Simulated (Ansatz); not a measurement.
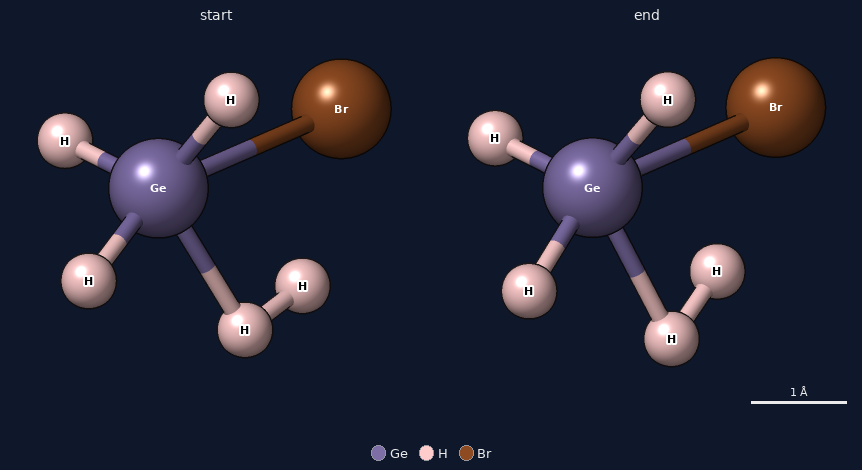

The structure of GeH5Br before (left) and after (right) a constrained relaxation, at one scale.

Style: ball-and-stick. Shown from a free direction.

The reaction that was planned forms Ge1–Br7, H2–H6 and breaks Ge1–H2, H6–Br7 (atoms numbered from 1 in input order).

Theory: RKS PBE0-D4/def2-SVP in Ansatz 0.2.0.

Input
```yaml
crystal:
  periodic: [false, false, false]
  atoms:
    - {symbol: Ge, position_ang: [-0.660000, -0.240200, 0.034900]}
    - {symbol: H, position_ang: [1.182600, -0.778700, 0.089900]}
    - {symbol: H, position_ang: [-0.976400, 0.079200, -1.395100]}
    - {symbol: H, position_ang: [-1.221000, 0.558900, 1.177500]}
    - {symbol: H, position_ang: [-1.070000, -1.698500, 0.299100]}
    - {symbol: H, position_ang: [1.648200, 0.100500, -0.023100]}
    - {symbol: Br, position_ang: [1.096600, 1.978800, -0.183200]}
basis:
  gaussian: {orbitals: def2-SVP}
hamiltonian: {xc: pbe0, dispersion: d4}
relax: {f_tol: 0.04, max_steps: 150, escape_saddle: false, constraints: [{distance: [0, 6]}, {distance: [1, 5]}, {distance: [0, 1]}, {distance: [5, 6]}]}
```

Run as
```bash
ansatz run in.yaml --threads 4 --pin off --events-out ev --progress --plain --max-ram 9574MiB
```

Q: Describe what moved and what it gained.

A: H6 moves most after the best rigid fit: 0.30 Å. By element the largest moves are H 0.30 Å, Ge 0.06 Å, Br 0.06 Å. Near-neighbour distances that change, for instance: Ge1–H3 1.499 → 1.524 Å, Ge1–H4 1.503 → 1.526 Å, Ge1–H5 1.538 → 1.555 Å. Among the angles between lasting bonds that change: H2–Ge1–H5 89.1° → 78.8°, H2–Ge1–Br7 68.1° → 73.4°, H5–Ge1–Br7 156.9° → 151.9°. Over 3 geometry steps the energy falls by 21.2 kJ/mol. The largest force component goes from 0.71 to 0.016 eV/Å.
